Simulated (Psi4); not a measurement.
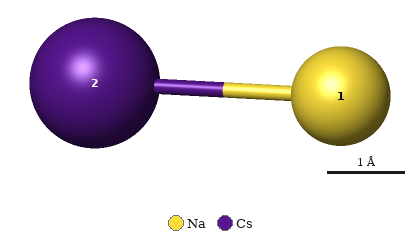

Fig. 1: The structure (ball-and-stick view, seen at a tilt; atoms are numbered from 1 in the order of the input). Sticks mark near contacts.

# Excited-state calculation of CsNa

- system: CsNa, SMILES [Na][Cs]
- method: TDHF/def2-TZVPP, UHF, core potentials def2 (Psi4 1.11)

The geometry comes from this level: GFN2-xTB.

Input file (job.inp):
```python
memory 1600 MB

molecule m {
  0 1
  Na     0.000000     0.000000     0.000000
  Cs     0.000000     0.000000     3.386320
  symmetry c1
}

set {
  basis       def2-TZVPP
  reference   uhf
  scf_type    df
  save_jk     true
  print       2
  level_shift 5.0
  maxiter     50
}

from psi4.driver.procrouting.response.scf_response import tdscf_excitations
e, wfn = energy('scf', return_wfn=True)
states = tdscf_excitations(wfn, states=6, tda=False)
print_variables()
```

Run on 1 thread of Intel Xeon (Granite Rapids), 192 GiB of memory available, shared host.

Command:
```bash
psi4 -n 1 job.inp job.out
```

The program's output:
```
Psi4 1.11 release

   => Loading Basis Set <=

    Name: DEF2-TZVPP
    Role: ORBITAL
    Keyword: BASIS

    !!!  WARNING: ECP capability is in beta. Please check occupations closely.  !!!

         ---------------------------------------------------------
                                   SCF
                              UHF Reference
                        1 Threads,   1525 MiB Core
         ---------------------------------------------------------

  ==> Geometry <==

    Molecular point group: c1
    Full point group: C_inf_v

    Geometry (in Angstrom), charge = 0, multiplicity = 1:

       Center              X                  Y                   Z               Mass
    ------------   -----------------  -----------------  -----------------  -----------------
         NA           0.000000000000     0.000000000000    -2.886941539940    22.989769282000
         CS           0.000000000000     0.000000000000     0.499378460060   132.905451961000

  Running in c1 symmetry.

  Rotational constants: A = ************  B =      0.07501  C =      0.07501 [cm^-1]
  Rotational constants: A = ************  B =   2248.62276  C =   2248.62276 [MHz]
  Nuclear repulsion =   15.470641834300952

  Charge       = 0
  Multiplicity = 1
  Electrons    = 20
  Nalpha       = 10
  Nbeta        = 10

  ==> Algorithm <==

  SCF Algorithm Type is DF.
  DIIS enabled.
  MOM disabled.
  Fractional occupation disabled.
  Guess Type is SAD.
  Energy threshold   = 1.00e-06
  Density threshold  = 1.00e-06
  Integral threshold = 1.00e-12

  ==> Primary Basis <==

  -AO BASIS SET INFORMATION:
    Name                   = DEF2-TZVPP
    Blend                  = DEF2-TZVPP
    Total number of shells = 24
    Number of primitives   = 42
    Number of AO           = 77
    Number of SO           = 68
    Maximum AM             = 3
    Spherical Harmonics    = TRUE

  -Contraction Scheme:
    Atom   Type   All Primitives // Shells:
   ------ ------ --------------------------
       1    NA     14s 8p 3d // 5s 4p 3d
       2    CS     7s 6p 3d 1f // 5s 3p 3d 1f

  -CORE POTENTIAL INFORMATION:
    Total number of shells   = 4
    Number of terms          = 10
    Number of core electrons = 46
    Maximum AM               = 3

  -Contraction Scheme:
    Atom   Type  #elec    All terms // Shells:
   ------ ------ ----- --------------------------
       1    NA      0
       2    CS     46   3s 3p 3d 1f // 1s 1p 1d 1f

   => Loading Basis Set <=

    Name: (DEF2-TZVPP AUX)
    Role: JKFIT
    Keyword: DF_BASIS_SCF

  ==> Integral Setup <==

  DFHelper Memory: AOs need 0.010 GiB; user supplied 1.118 GiB.
  SCF_SUBTYPE=INCORE selected. In-core MEM_DF algorithm will be used.
  Using in-core AOs.

  ==> MemDFJK: Density-Fitted J/K Matrices <==

    J tasked:                   Yes
    K tasked:                   Yes
    wK tasked:                   No
    Memory [MiB]:              1144
    Algorithm:                 Core
    Schwarz Cutoff:           1E-12
    Mask sparsity (%):       0.4758
    Fitting Condition:        1E-10

   => Auxiliary Basis Set <=

  -AO BASIS SET INFORMATION:
    Name                   = (DEF2-TZVPP AUX)
    Blend                  = DEF2-UNIVERSAL-JKFIT
    Total number of shells = 68
    Number of primitives   = 79
    Number of AO           = 308
    Number of SO           = 242
    Maximum AM             = 5
    Spherical Harmonics    = TRUE

  -Contraction Scheme:
    Atom   Type   All Primitives // Shells:
   ------ ------ --------------------------
       1    NA     16s 12p 9d 4f 1g // 13s 9p 7d 4f 1g
       2    CS     11s 10p 8d 5f 2g 1h // 11s 9p 7d 4f 2g 1h

  Minimum eigenvalue in the overlap matrix is 1.1911839489E-03.
  Reciprocal condition number of the overlap matrix is 2.9339158401E-04.
    Using symmetric orthogonalization.

  ==> Pre-Iterations <==

  SCF Guess: Superposition of Atomic Densities via on-the-fly atomic UHF (no occupation information).

   -------------------------
    Irrep   Nso     Nmo
   -------------------------
     A         68      68
   -------------------------
    Total      68      68
   -------------------------

  ==> Iterations <==

                           Total Energy        Delta E     RMS |[F,P]|

   @DF-UHF iter SAD:  -181.17352761992495   -1.81174e+02   0.00000e+00
   @DF-UHF iter   1:  -181.64833197128863   -4.74804e-01   2.03288e-03 ADIIS/DIIS
   @DF-UHF iter   2:  -181.69135515321051   -4.30232e-02   5.38747e-04 ADIIS/DIIS
   @DF-UHF iter   3:  -181.69498941246604   -3.63426e-03   2.14432e-04 ADIIS/DIIS
   @DF-UHF iter   4:  -181.69601106443892   -1.02165e-03   6.91219e-05 DIIS
   @DF-UHF iter   5:  -181.69610168286695   -9.06184e-05   1.54991e-05 DIIS
   @DF-UHF iter   6:  -181.69610582567967   -4.14281e-06   6.31718e-06 DIIS
   @DF-UHF iter   7:  -181.69610660859649   -7.82917e-07   1.14753e-06 DIIS
   @DF-UHF iter   8:  -181.69610662234152   -1.37450e-08   3.07078e-07 DIIS
  Energy and wave function converged.

  ==> Post-Iterations <==

   @Spin Contamination Metric:  -5.329070518E-15
   @S^2 Expected:                0.000000000E+00
   @S^2 Observed:               -5.329070518E-15
   @S   Expected:                0.000000000E+00
   @S   Observed:                0.000000000E+00

    Orbital Energies [Eh]
    ---------------------

    Alpha Occupied:

       1A    -40.444590     2A     -2.766465     3A     -1.487467
       4A     -1.486050     5A     -1.486050     6A     -1.320266
       7A     -0.684433     8A     -0.682800     9A     -0.682800
      10A     -0.140376

    Alpha Virtual:

      11A      0.000803    12A      0.022788    13A      0.022788
      14A      0.035157    15A      0.039419    16A      0.039419
      17A      0.045384    18A      0.045384    19A      0.048492
      20A      0.059045    21A      0.091601    22A      0.091601
      23A      0.110856    24A      0.132486    25A      0.132486
      26A      0.132631    27A      0.132782    28A      0.132782
      29A      0.149896    30A      0.260368    31A      0.278916
      32A      0.278916    33A      0.311182    34A      0.311182
      35A      0.319828    36A      0.319828    37A      0.368729
      38A      0.435048    39A      0.435048    40A      0.484505
      41A      0.484505    42A      0.489700    43A      0.489700
      44A      0.518596    45A      0.619778    46A      0.772245
      47A      1.249892    48A      1.249892    49A      1.254643
      50A      1.254643    51A      1.268084    52A      1.268084
      53A      1.274626    54A      1.274626    55A      1.289618
      56A      1.307449    57A      1.308883    58A      1.308883
      59A      1.515389    60A      1.515389    61A      1.588267
      62A      3.970677    63A      6.211457    64A      6.211457
      65A      6.221635    66A      6.221635    67A      6.234163
      68A     20.063450

    Beta Occupied:

       1A    -40.444590     2A     -2.766465     3A     -1.487467
       4A     -1.486050     5A     -1.486050     6A     -1.320266
       7A     -0.684433     8A     -0.682800     9A     -0.682800
      10A     -0.140376

    Beta Virtual:

      11A      0.000803    12A      0.022788    13A      0.022788
      14A      0.035157    15A      0.039419    16A      0.039419
      17A      0.045384    18A      0.045384    19A      0.048492
      20A      0.059045    21A      0.091601    22A      0.091601
      23A      0.110856    24A      0.132486    25A      0.132486
      26A      0.132631    27A      0.132782    28A      0.132782
      29A      0.149896    30A      0.260368    31A      0.278916
      32A      0.278916    33A      0.311182    34A      0.311182
      35A      0.319828    36A      0.319828    37A      0.368729
      38A      0.435048    39A      0.435048    40A      0.484505
      41A      0.484505    42A      0.489700    43A      0.489700
      44A      0.518596    45A      0.619778    46A      0.772245
      47A      1.249892    48A      1.249892    49A      1.254643
      50A      1.254643    51A      1.268084    52A      1.268084
      53A      1.274626    54A      1.274626    55A      1.289618
      56A      1.307449    57A      1.308883    58A      1.308883
      59A      1.515389    60A      1.515389    61A      1.588267
      62A      3.970677    63A      6.211457    64A      6.211457
      65A      6.221635    66A      6.221635    67A      6.234163
      68A     20.063450

    Final Occupation by Irrep:
              A
    DOCC [    10 ]
    SOCC [     0 ]
    NA   [    10 ]
    NB   [    10 ]

  @DF-UHF Final Energy:  -181.69610662234152

   => Energetics <=

    Nuclear Repulsion Energy =             15.4706418343009524
    One-Electron Energy =                -291.9708804039184997
    Two-Electron Energy =                  94.8041319472759909
    Total Energy =                       -181.6961066223415173

  UHF NO Occupations:
  HONO-2 :    8  A 2.0000000
  HONO-1 :    9  A 2.0000000
  HONO-0 :   10  A 2.0000000
  LUNO+0 :   11  A 0.0000000
  LUNO+1 :   12  A 0.0000000
  LUNO+2 :   13  A 0.0000000
  LUNO+3 :   14  A 0.0000000

Computation Completed

Properties will be evaluated at   0.000000,   0.000000,   0.000000 [a0]

Properties computed using the SCF density matrix

 Multipole Moments:

 ------------------------------------------------------------------------------------
     Multipole            Electronic (a.u.)      Nuclear  (a.u.)        Total (a.u.)
 ------------------------------------------------------------------------------------

 L = 1.  Multiply by 2.5417464519 to convert [e a0] to [Debye]
 Dipole X            :          0.0000000            0.0000000            0.0000000
 Dipole Y            :          0.0000000            0.0000000            0.0000000
 Dipole Z            :         53.6431888          -51.5176207            2.1255681
 Magnitude           :                                                    2.1255681

 ------------------------------------------------------------------------------------

	total time  =          1 seconds =       0.02 minutes

******************************************************************************************
**********                               WARNING                                **********
**********       The names of excited state variables changed between 1.5       **********
**********     and 1.6. For a quick solution, remove the symmetry specifier     **********
**********   from the variable name. For full details, see 'Notes on Psivars'   **********
**********                        in the documentation.                         **********
******************************************************************************************

         ---------------------------------------------------------
                         TDSCF excitation energies
         ---------------------------------------------------------

  ==> Options <==

     Residual threshold  : 1.0000e-04
     Initial guess       : denominators
     Reference           : UHF
     Solver type         : RPA (Hamiltonian)

  ==> Requested Excitations <==

      6 singlet states with A symmetry

  ==> Seeking the lowest 6 singlet states with A symmetry

                        Generalized Hamiltonian Solver

  ==> Options <==

    Max number of iterations        = 60
    Eigenvector tolerance           = 1.0000e-04
    Max number of expansion vectors = 1200

  => Iterations <=
                              Max[D[value]]     Max[|R|]   # vectors
  HamiltonianSolver iter   1:   7.38057e-02  1.82593e-01     24
  HamiltonianSolver iter   2:   5.91544e-02  9.37845e-02     36
  HamiltonianSolver iter   3:   2.82694e-03  2.13227e-02     48
  HamiltonianSolver iter   4:   1.79400e-04  3.96616e-03     60
  HamiltonianSolver iter   5:   6.96094e-06  8.20231e-04     72
  HamiltonianSolver iter   6:   1.41453e-07  1.14443e-04     82
  HamiltonianSolver iter   7:   2.65591e-09  9.54897e-05     88      Converged

******************************************************************************************
**********                               WARNING                                **********
**********  Length-gauge rotatory strengths are **NOT** gauge-origin invariant  **********
******************************************************************************************

                                    Excitation Energy         Total Energy        Oscillator Strength             Rotatory Strength
     #   Sym: GS->ES (Trans)        au              eV              au          au (length)    au (velocity)    au (length)    au (velocity)
    ---- -------------------- --------------- --------------- --------------- --------------- --------------- --------------- ---------------
     1        A->A (1 A)       0.05377         1.46321        -181.64233       0.0000          0.0000          0.0000          0.0000
     2        A->A (1 A)       0.06050         1.64633        -181.63561       0.5791          0.5565          0.0000          0.0000
     3        A->A (1 A)       0.07091         1.92946        -181.62520       0.5513          0.5373          0.0000         -0.0000
     4        A->A (1 A)       0.07091         1.92946        -181.62520       0.5513          0.5373         -0.0000         -0.0000
     5        A->A (1 A)       0.07167         1.95026        -181.62444       0.0000          0.0000         -0.0000         -0.0000
     6        A->A (1 A)       0.07167         1.95026        -181.62444       0.0000          0.0000          0.0000         -0.0000

Contributing excitations and de-excitations
Only contributions with abs(coeff) > 1.00e-01 will be printed:

Excited State    1 (1 A):   0.05377 au   847.34 nm f = 0.0000
Alpha orbitals:
  Sums of squares: Xssq =  5.298678e-01; Yssq =  2.986777e-02; Xssq - Yssq =  5.000000e-01
     10a (a) ->  11a (a)    0.130512 ( 1.703%)
     10a (a) ->  19a (a)    0.400374 (16.030%)
     10a (a) ->  20a (a)    0.471257 (22.208%)
     10a (a) ->  23a (a)    0.270730 ( 7.329%)
     10a (a) ->  26a (a)   -0.177509 ( 3.151%)
     10a (a) ->  30a (a)   -0.152144 ( 2.315%)
     10a (a) <-  20a (a)    0.102383 ( 1.048%)
Beta orbitals:
  Sums of squares: Xssq =  5.298678e-01; Yssq =  2.986777e-02; Xssq - Yssq =  5.000000e-01
     10a (b) ->  11a (b)   -0.130512 ( 1.703%)
     10a (b) ->  19a (b)   -0.400374 (16.030%)
     10a (b) ->  20a (b)   -0.471257 (22.208%)
     10a (b) ->  23a (b)   -0.270730 ( 7.329%)
     10a (b) ->  26a (b)    0.177509 ( 3.151%)
     10a (b) ->  30a (b)    0.152144 ( 2.315%)
     10a (b) <-  20a (b)   -0.102383 ( 1.048%)

Excited State    2 (1 A):   0.06050 au   753.09 nm f = 0.5791
Alpha orbitals:
  Sums of squares: Xssq =  5.133993e-01; Yssq =  1.339933e-02; Xssq - Yssq =  5.000000e-01
     10a (a) ->  11a (a)   -0.682400 (46.567%)
     10a (a) ->  14a (a)   -0.183562 ( 3.369%)
Beta orbitals:
  Sums of squares: Xssq =  5.133993e-01; Yssq =  1.339933e-02; Xssq - Yssq =  5.000000e-01
     10a (b) ->  11a (b)   -0.682400 (46.567%)
     10a (b) ->  14a (b)   -0.183562 ( 3.369%)

Excited State    3 (1 A):   0.07091 au   642.58 nm f = 0.5513
Alpha orbitals:
  Sums of squares: Xssq =  5.093444e-01; Yssq =  9.344424e-03; Xssq - Yssq =  5.000000e-01
     10a (a) ->  13a (a)   -0.664583 (44.167%)
     10a (a) ->  15a (a)   -0.254321 ( 6.468%)
Beta orbitals:
  Sums of squares: Xssq =  5.093444e-01; Yssq =  9.344424e-03; Xssq - Yssq =  5.000000e-01
     10a (b) ->  13a (b)   -0.664583 (44.167%)
     10a (b) ->  15a (b)   -0.254321 ( 6.468%)

Excited State    4 (1 A):   0.07091 au   642.58 nm f = 0.5513
Alpha orbitals:
  Sums of squares: Xssq =  5.093444e-01; Yssq =  9.344424e-03; Xssq - Yssq =  5.000000e-01
     10a (a) ->  12a (a)   -0.664583 (44.167%)
     10a (a) ->  16a (a)    0.254321 ( 6.468%)
Beta orbitals:
  Sums of squares: Xssq =  5.093444e-01; Yssq =  9.344424e-03; Xssq - Yssq =  5.000000e-01
     10a (b) ->  12a (b)   -0.664583 (44.167%)
     10a (b) ->  16a (b)    0.254321 ( 6.468%)

Excited State    5 (1 A):   0.07167 au   635.73 nm f = 0.0000
Alpha orbitals:
  Sums of squares: Xssq =  5.017839e-01; Yssq =  1.783852e-03; Xssq - Yssq =  5.000000e-01
     10a (a) ->  13a (a)    0.540066 (29.167%)
     10a (a) ->  15a (a)   -0.357124 (12.754%)
     10a (a) ->  21a (a)   -0.255399 ( 6.523%)
     10a (a) ->  27a (a)   -0.123969 ( 1.537%)
Beta orbitals:
  Sums of squares: Xssq =  5.017839e-01; Yssq =  1.783852e-03; Xssq - Yssq =  5.000000e-01
     10a (b) ->  13a (b)   -0.540066 (29.167%)
     10a (b) ->  15a (b)    0.357124 (12.754%)
     10a (b) ->  21a (b)    0.255399 ( 6.523%)
     10a (b) ->  27a (b)    0.123969 ( 1.537%)

Excited State    6 (1 A):   0.07167 au   635.73 nm f = 0.0000
Alpha orbitals:
  Sums of squares: Xssq =  5.017839e-01; Yssq =  1.783852e-03; Xssq - Yssq =  5.000000e-01
     10a (a) ->  12a (a)    0.540066 (29.167%)
     10a (a) ->  16a (a)    0.357124 (12.754%)
     10a (a) ->  22a (a)    0.255399 ( 6.523%)
     10a (a) ->  28a (a)   -0.123969 ( 1.537%)
Beta orbitals:
  Sums of squares: Xssq =  5.017839e-01; Yssq =  1.783852e-03; Xssq - Yssq =  5.000000e-01
     10a (b) ->  12a (b)   -0.540066 (29.167%)
     10a (b) ->  16a (b)   -0.357124 (12.754%)
     10a (b) ->  22a (b)   -0.255399 ( 6.523%)
     10a (b) ->  28a (b)    0.123969 ( 1.537%)

******************************************************************************************
**********                               WARNING                                **********
**********       The names of excited state variables changed between 1.5       **********
**********     and 1.6. For a quick solution, remove the symmetry specifier     **********
**********   from the variable name. For full details, see 'Notes on Psivars'   **********
**********                        in the documentation.                         **********
******************************************************************************************

  Variable Map:
  ----------------------------------------------------------------------------
  "CURRENT ENERGY"           =>    -181.696106622342
  "CURRENT REFERENCE ENERGY" =>    -181.696106622342
  "DD SOLVATION ENERGY"      =>       0.000000000000
  "HF KINETIC ENERGY"        =>     167.468409980659
  "HF POTENTIAL ENERGY"      =>    -349.164516603000
  "HF TOTAL ENERGY"          =>    -181.696106622342
  "HF VIRIAL RATIO"          =>       2.084957495227
  "NUCLEAR REPULSION ENERGY" =>      15.470641834301
  "ONE-ELECTRON ENERGY"      =>    -291.970880403918
  "PCM POLARIZATION ENERGY"  =>       0.000000000000
  "PE ENERGY"                =>       0.000000000000
  "SCF ITERATION ENERGY"     =>    -181.696106622342
  "SCF ITERATIONS"           =>       8.000000000000
  "SCF TOTAL ENERGY"         =>    -181.696106622342
  "TWO-ELECTRON ENERGY"      =>      94.804131947276

  Array Variable Map:
  ----------------------------------------------------------------------------
  "CURRENT DIPOLE"           =>       0.000000001069 ... 2.125568131360 1 by 3
  "SCF DIPOLE"               =>       0.000000001069 ... 2.125568131360 1 by 3
  "SCF TOTAL ENERGIES"       =>    -181.173527619925 ... -181.696106622342 1 by 9

    Psi4 run time: 0:00:01.71
```

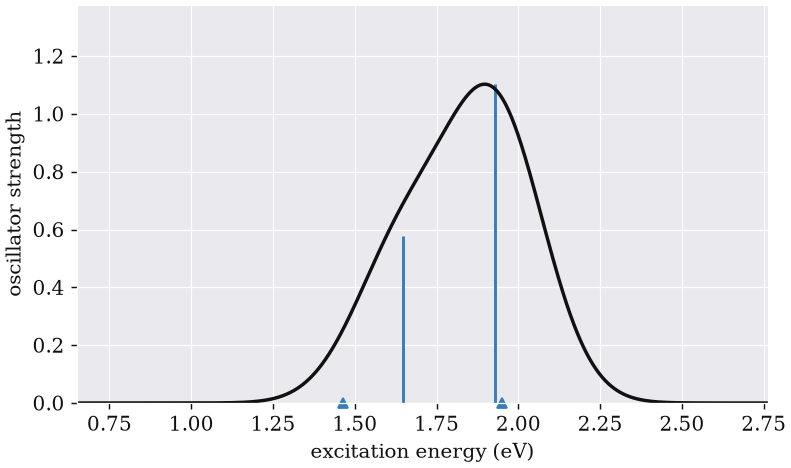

Fig. 2: Computed excitations as sticks (degenerate states added up, dark ones marked on the axis), with a Gaussian envelope of 0.35 eV full width at half maximum, scaled to the tallest. Of the 6 states the lowest lies at 1.46 eV (f = 0.000); the strongest line is at 1.93 eV, or 643 nm (f = 1.103, summed over 2 states that lie within 0.004 eV).

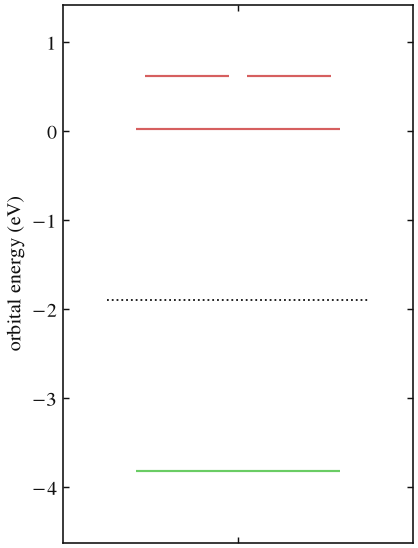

Fig. 3: Orbital energies near the frontier; the dotted line parts filled from empty levels, and levels within 0.02 eV of each other stand side by side. Highest filled −3.82 eV, lowest empty 0.02 eV, 3.84 eV apart.

Summary:

- outcome: converged
- total energy: −181.696107 hartree
- basis functions: 68
- HOMO: −3.82 eV
- LUMO: 0.02 eV
- dipole moment: 5.40 D
- lowest excitation: 1.46 eV
- wall time: 2.9 s
- peak memory: 0.2 GiB

Notes:

Settings chosen away from the usual ones: print set to 2; level_shift set to 5.0.
